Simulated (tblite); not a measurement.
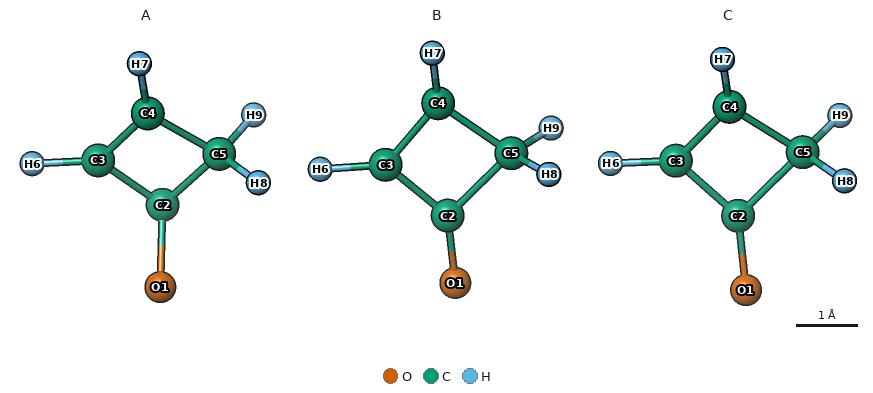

3 geometries from one relaxation of C4H4O (charge −1, multiplicity 2), in shuffled order. Style: ball-and-stick. Shown at a tilt.

Computed with tblite, GFN2-xTB geometry optimisation, gas phase. 

Put them in the order of the run, from the start to the converged end.

A, C, B. They are steps 0, 6, 41, at +40.0 kcal/mol, +7.38 kcal/mol relative to the last. After 41 geometry steps the energy has fallen by 40.0 kcal/mol. The atom that moves furthest after the best rigid fit is O1 (0.61 Å). By element the largest moves are O 0.61 Å, C 0.38 Å, H 0.24 Å. Among the contacts that change: O1–C2 1.410 → 1.258 Å, C3–C4 1.299 → 1.406 Å, C2–C5 1.459 → 1.559 Å, C2–C3 1.452 → 1.402 Å. Among the angles between lasting bonds that change: O1–C2–C3 110.9° → 138.6°, O1–C2–C5 116.7° → 131.6°, C2–C5–H9 110.3° → 115.6°.
